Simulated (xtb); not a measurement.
## Energy and gradient calculation of C6H13In

- system: C6H13In (InEt2(vinyl))
- method: GFN2-xTB (xtb 6.7.1)

The geometry was optimised with GFN2-xTB.

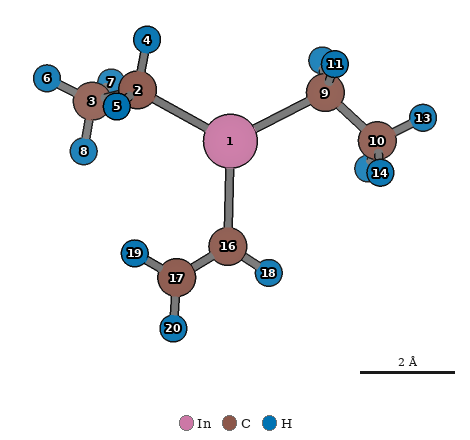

Fig. 1: The structure as given in the input (ball-and-stick view, seen on its broad side; atoms are numbered from 1 in the order of the input). Sticks mark near contacts.

**Input file (input.xyz)**
```
20
C6H13In
In     0.10049600     0.23594000    -0.17219000
C      2.22550400    -0.18314400     0.55240200
C      2.21585900    -1.07357800     1.78997700
H      2.71733200     0.76905500     0.77192200
H      2.78410900    -0.66755100    -0.25322300
H      3.23352700    -1.31103800     2.10993200
H      1.70774700    -0.57927800     2.62027500
H      1.69692400    -2.01244400     1.58872700
C     -0.86601000     2.30694000    -0.21418100
C     -2.29022200     2.22583500    -0.74670700
H     -0.25681000     2.96260200    -0.84313100
H     -0.85558400     2.72094700     0.79805200
H     -2.75628800     3.21379200    -0.78070300
H     -2.30175900     1.81142700    -1.75681700
H     -2.90424500     1.58446900    -0.11138200
C     -1.11886400    -1.50950600    -0.87594500
C     -0.55287900    -2.68802100    -1.07798800
H     -2.18380400    -1.39969700    -1.06924900
H      0.50491900    -2.84766200    -0.90318300
H     -1.09993100    -3.55909900    -1.42655900
```

**File .CHRG**
```
0
```

**File .UHF**
```
0
```

Run on 1 thread of Intel Xeon @ 2.70GHz, 189 GiB of memory available, shared host.

Launch command:
```bash
xtb --grad --acc 10 --gfn 2 --parallel 1 -- input.xyz > out.txt
```

**Log**
```
* xtb version 6.7.1
   ID    Z sym.   atoms
    1   49 In     1
    2    6 C      2, 3, 9, 10, 16, 17
    3    1 H      4-8, 11-15, 18-20

           -------------------------------------------------
          |                Calculation Setup                |
           -------------------------------------------------

          program call               : xtb --grad --acc 10 --gfn 2 --parallel 1 -- input.xyz
          coordinate file            : input.xyz
          omp threads                :                     1

           -------------------------------------------------
          |                 G F N 2 - x T B                 |
           -------------------------------------------------

      * Hamiltonian:
        H0-scaling (s, p, d)           1.850000    2.230000    2.230000
        zeta-weighting                 0.500000
      * Dispersion:
        s8                             2.700000
        a1                             0.520000
        a2                             5.000000
        s9                             5.000000
      * Repulsion:
        kExp                           1.500000    1.000000
        rExp                           1.000000
      * Coulomb:
        alpha                          2.000000
        third order                    shell-resolved
        anisotropic                    true
        a3                             3.000000
        a5                             4.000000
        cn-shift                       1.200000
        cn-exp                         4.000000
        max-rad                        5.000000

          ...................................................
          :                      SETUP                      :
          :.................................................:
          :  # basis functions                  47          :
          :  # atomic orbitals                  46          :
          :  # shells                           28          :
          :  # electrons                        40          :
          :  max. iterations                   250          :
          :  Hamiltonian                  GFN2-xTB          :
          :  restarted?                      false          :
          :  GBSA solvation                  false          :
          :  PC potential                    false          :
          :  electronic temp.          300.0000000     K    :
          :  accuracy                   10.0000000          :
          :  -> integral cutoff          0.2000000E+02      :
          :  -> integral neglect         0.1000000E-06      :
          :  -> SCF convergence          0.1000000E-04 Eh   :
          :  -> wf. convergence          0.1000000E-02 e    :
          :  Broyden damping             0.4000000          :
          :  net charge                          0          :
          :  unpaired electrons                  0          :
          ...................................................

 iter      E             dE          RMSdq      gap      omega  full diag
   1    -20.7906729 -0.207907E+02  0.133E+01    3.10       0.0  T
   2    -20.8726325 -0.819596E-01  0.485E+00    3.30       1.0  T
   3    -20.8645737  0.805878E-02  0.348E+00    3.10       1.0  T
   4    -20.8674948 -0.292102E-02  0.140E+00    3.18       1.0  T
   5    -20.8774178 -0.992300E-02  0.512E-01    3.19       1.0  T
   6    -20.8777519 -0.334145E-03  0.253E-01    3.22       1.0  T
   7    -20.8781132 -0.361261E-03  0.894E-02    3.23       1.0  T
   8    -20.8781145 -0.128634E-05  0.328E-02    3.23       1.0  T
   9    -20.8781171 -0.262748E-05  0.107E-02    3.23       2.1  T
  10    -20.8781171 -0.378745E-07  0.758E-03    3.23       3.0  T
  11    -20.8781173 -0.163338E-06  0.122E-03    3.23      18.3  T

   *** convergence criteria satisfied after 11 iterations ***

         #    Occupation            Energy/Eh            Energy/eV
      -------------------------------------------------------------
         1        2.0000           -0.5970130             -16.2455
       ...           ...                  ...                  ...
        14        2.0000           -0.4493667             -12.2279
        15        2.0000           -0.4426039             -12.0439
        16        2.0000           -0.4290198             -11.6742
        17        2.0000           -0.4282218             -11.6525
        18        2.0000           -0.4019261             -10.9370
        19        2.0000           -0.3550185              -9.6605
        20        2.0000           -0.3523505              -9.5879 (HOMO)
        21                         -0.2335900              -6.3563 (LUMO)
        22                         -0.2099192              -5.7122
        23                         -0.1313794              -3.5750
        24                         -0.0193480              -0.5265
        25                          0.0006547               0.0178
       ...                                ...                  ...
        46                          0.9814618              26.7069
      -------------------------------------------------------------
                  HL-Gap            0.1187605 Eh            3.2316 eV
             Fermi-level           -0.2929702 Eh           -7.9721 eV

 SCC (total)                   0 d,  0 h,  0 min,  0.021 sec
 SCC setup                      ...        0 min,  0.000 sec (  0.801%)
 Dispersion                     ...        0 min,  0.000 sec (  1.101%)
 classical contributions        ...        0 min,  0.000 sec (  0.267%)
 integral evaluation            ...        0 min,  0.003 sec ( 13.351%)
 iterations                     ...        0 min,  0.010 sec ( 47.972%)
 molecular gradient             ...        0 min,  0.007 sec ( 35.165%)
 printout                       ...        0 min,  0.000 sec (  1.200%)

         :::::::::::::::::::::::::::::::::::::::::::::::::::::
         ::                     SUMMARY                     ::
         :::::::::::::::::::::::::::::::::::::::::::::::::::::
         :: total energy             -20.572999502559 Eh    ::
         :: gradient norm              0.000051555013 Eh/a0 ::
         :: HOMO-LUMO gap              3.231636941635 eV    ::
         ::.................................................::
         :: SCC energy               -20.878049238568 Eh    ::
         :: -> isotropic ES            0.010830282447 Eh    ::
         :: -> anisotropic ES          0.005434021770 Eh    ::
         :: -> anisotropic XC          0.013368317818 Eh    ::
         :: -> dispersion             -0.011486513425 Eh    ::
         :: repulsion energy           0.305049736009 Eh    ::
         :: add. restraining           0.000000000000 Eh    ::
         :: total charge               0.000000000000 e     ::
         :::::::::::::::::::::::::::::::::::::::::::::::::::::

           -------------------------------------------------
          |                Property Printout                |
           -------------------------------------------------

    * Orbital Energies and Occupations

         #    Occupation            Energy/Eh            Energy/eV
      -------------------------------------------------------------
         1        2.0000           -0.5970130             -16.2455
       ...           ...                  ...                  ...
         8        2.0000           -0.4897260             -13.3261
         9        2.0000           -0.4886326             -13.2964
        10        2.0000           -0.4818968             -13.1131
        11        2.0000           -0.4780585             -13.0086
        12        2.0000           -0.4664449             -12.6926
        13        2.0000           -0.4501623             -12.2495
        14        2.0000           -0.4493667             -12.2279
        15        2.0000           -0.4426039             -12.0439
        16        2.0000           -0.4290198             -11.6742
        17        2.0000           -0.4282218             -11.6525
        18        2.0000           -0.4019261             -10.9370
        19        2.0000           -0.3550185              -9.6605
        20        2.0000           -0.3523505              -9.5879 (HOMO)
        21                         -0.2335900              -6.3563 (LUMO)
        22                         -0.2099192              -5.7122
        23                         -0.1313794              -3.5750
        24                         -0.0193480              -0.5265
        25                          0.0006547               0.0178
        26                          0.0128888               0.3507
        27                          0.0188934               0.5141
        28                          0.1177436               3.2040
        29                          0.1411632               3.8412
        30                          0.1506550               4.0995
        31                          0.1652994               4.4980
       ...                                ...                  ...
        46                          0.9814618              26.7069
      -------------------------------------------------------------
                  HL-Gap            0.1187605 Eh            3.2316 eV
             Fermi-level           -0.2929702 Eh           -7.9721 eV

     #   Z          covCN         q      C6AA      α(0)
     1  49 In       2.606     0.140   278.095    31.588
     2   6 C        3.653    -0.126    23.260     6.926
     3   6 C        3.779    -0.090    22.232     6.717
     4   1 H        0.924     0.036     2.502     2.473
     5   1 H        0.924     0.035     2.516     2.480
     6   1 H        0.924     0.032     2.554     2.499
     7   1 H        0.924     0.031     2.576     2.510
     8   1 H        0.924     0.044     2.403     2.424
     9   6 C        3.652    -0.125    23.239     6.923
    10   6 C        3.780    -0.092    22.280     6.724
    11   1 H        0.924     0.036     2.505     2.475
    12   1 H        0.924     0.036     2.510     2.477
    13   1 H        0.924     0.032     2.560     2.502
    14   1 H        0.924     0.044     2.399     2.422
    15   1 H        0.924     0.042     2.418     2.432
    16   6 C        2.747    -0.116    30.912     9.104
    17   6 C        2.873    -0.070    29.748     8.941
    18   1 H        0.925     0.040     2.443     2.444
    19   1 H        0.925     0.045     2.381     2.413
    20   1 H        0.925     0.026     2.640     2.541

 Mol. C6AA /au·bohr⁶  :       4488.462045
 Mol. C8AA /au·bohr⁸  :     188024.493647
 Mol. α(0) /au        :        109.016376

Wiberg/Mayer (AO) data.
largest (>0.10) Wiberg bond orders for each atom

 ---------------------------------------------------------------------------
     #   Z sym  total        # sym  WBO       # sym  WBO       # sym  WBO
 ---------------------------------------------------------------------------
     1  49 In   2.631 --    16 C    0.703     2 C    0.697     9 C    0.693
     2   6 C    3.949 --     3 C    1.018     5 H    0.946     4 H    0.943
                             1 In   0.697     9 C    0.173    16 C    0.145
     3   6 C    3.997 --     2 C    1.018     6 H    0.976     7 H    0.974
                             8 H    0.970
     4   1 H    0.998 --     2 C    0.943
     5   1 H    0.998 --     2 C    0.946
     6   1 H    0.991 --     3 C    0.976
     7   1 H    0.999 --     3 C    0.974
     8   1 H    0.997 --     3 C    0.970
     9   6 C    3.938 --    10 C    1.021    12 H    0.943    11 H    0.942
                             1 In   0.693     2 C    0.173    16 C    0.150
    10   6 C    3.997 --     9 C    1.021    13 H    0.975    15 H    0.970
                            14 H    0.969
    11   1 H    0.998 --     9 C    0.942
    12   1 H    0.998 --     9 C    0.943
    13   1 H    0.989 --    10 C    0.975
    14   1 H    0.997 --    10 C    0.969
    15   1 H    0.997 --    10 C    0.970
    16   6 C    3.928 --    17 C    1.975    18 H    0.932     1 In   0.703
                             9 C    0.150     2 C    0.145
    17   6 C    3.993 --    16 C    1.975    20 H    0.958    19 H    0.951
    18   1 H    0.998 --    16 C    0.932
    19   1 H    0.995 --    17 C    0.951
    20   1 H    0.987 --    17 C    0.958
 ---------------------------------------------------------------------------

Topologies differ in total number of bonds
Writing topology from bond orders to xtbtopo.mol

molecular dipole:
                 x           y           z       tot (Debye)
 q only:        0.007       0.099       0.049
   full:        0.029       0.094       0.053       0.285
molecular quadrupole (traceless):
                xx          xy          yy          xz          yz          zz
 q only:        0.466      -1.216      -0.388       0.194      -0.749      -0.078
  q+dip:        1.230      -1.584       1.672       1.178       0.686      -2.902
   full:       -0.203      -0.683      -1.083      -1.010      -0.532       1.287

           -------------------------------------------------
          | TOTAL ENERGY              -20.572999502559 Eh   |
          | GRADIENT NORM               0.000051555013 Eh/α |
          | HOMO-LUMO GAP               3.231636941635 eV   |
           -------------------------------------------------

------------------------------------------------------------------------
------------------------------------------------------------------------
 total:
 *  cpu-time:     0 d,  0 h,  0 min,  0.042 sec
 * ratio c/w:     1.000 speedup
 SCF:
 *  cpu-time:     0 d,  0 h,  0 min,  0.021 sec
 * ratio c/w:     1.000 speedup
```

**Standard error**
```
normal termination of xtb
```

**Results in brief**

```tsv
quantity	value
outcome	converged
electrons treated	40
total energy	−20.573000 hartree
dispersion energy	−0.011487 hartree
basis functions	47
largest force	0.001 eV/Å
HOMO	−9.59 eV
LUMO	−6.36 eV
dipole moment	0.28 D
peak memory	0.072 GiB
```

**Remarks**

Settings chosen away from the usual ones: method = gfn2-xtb; task = gradient; x = {"accuracy": 10}; geo = {"prev": "A"}. These settings are looser than, or depart from, a standard set-up, so the numbers are not reference values for this system.
